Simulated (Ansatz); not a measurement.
**AlBFH3N (charge +1): density, localisation and related maps**

```tsv
atom	x (Å)	y (Å)	z (Å)
Al	-0.0820	0.4492	-0.3970
B	-0.3530	-0.6788	1.6781
F	-0.7282	0.7551	1.3625
N	0.1694	-1.1257	0.4683
H	-0.0626	1.4820	-1.5590
H	0.5342	-2.0666	0.2928
H	-0.5721	-1.0576	2.7878
```

Geometry: BLYP-D3(BJ)/def2-SVP.

Method: isolated molecule in a Gaussian basis; Kohn-Sham density functional theory, functional PBE0 in Ansatz 0.2.0.

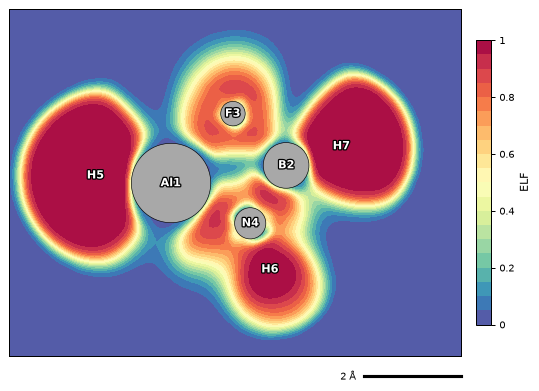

Figure 1. Electron localisation function on the molecular plane. Grey discs cover the atomic cores.

Q: Interpret the plot.

A:
- The section cuts through Al, B, F, N and H sites.
- B–N (1.39 Å): the ELF peaks at about 0.90 between the atoms; a polar covalent bond.
- B–F (1.52 Å): the ELF peaks at about 0.85 between the atoms: a polar covalent bond.
- Al–N (1.81 Å): the ELF peaks at about 0.90 in the valence shell of N, 0.7 Å from its nucleus, and is about 0.65 at the midpoint.
- Al–F (1.90 Å): the ELF peaks at about 0.85 in the valence shell of F, 0.5 Å from its nucleus, and is about 0.30 at the midpoint.
- Al–B (2.38 Å): the ELF is about 0.15 at the midpoint.
- The ELF also peaks beside F3, away from the bonds: lone-pair regions.

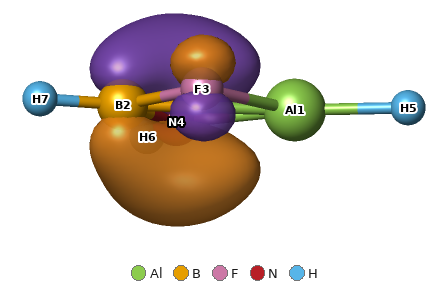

Figure 2. One frontier orbital at ±0.15 Å⁻³ᐟ² (orange and purple are the two phases), seen from one side.

Q: Which orbital is it: HOMO or LUMO?

A: The HOMO, at −14.82 eV. Its weight (Hirshfeld) is mainly on N4 (about 65 %), B2 (about 15 %) and F3 (about 5 %); it changes sign across the molecular plane (π type); π-bonding across Al1–B2.

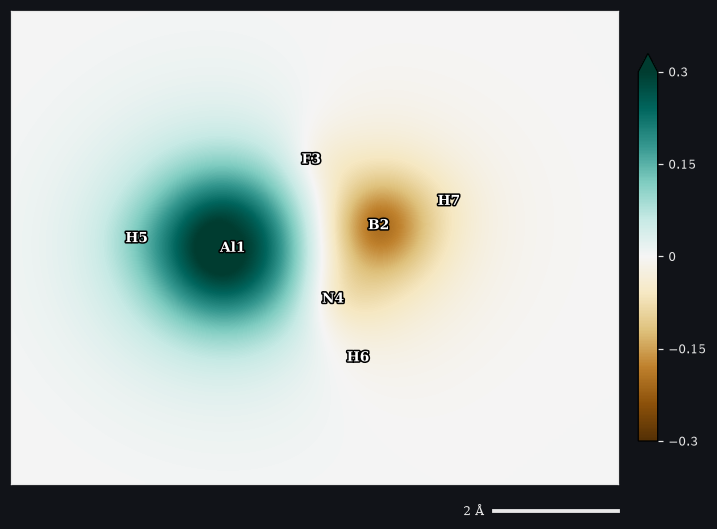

Figure 3. The LUMO on a plane 0.8 Å above the molecular plane (values in Å⁻³ᐟ²; the overall sign is arbitrary).

Q: Where does this orbital lie, and at what energy?

A: It lies mainly on Al1 (about 75 %), B2 (about 10 %) and H5 (about 5 %); it changes sign across the molecular plane (π type). Its energy is −6.68 eV.
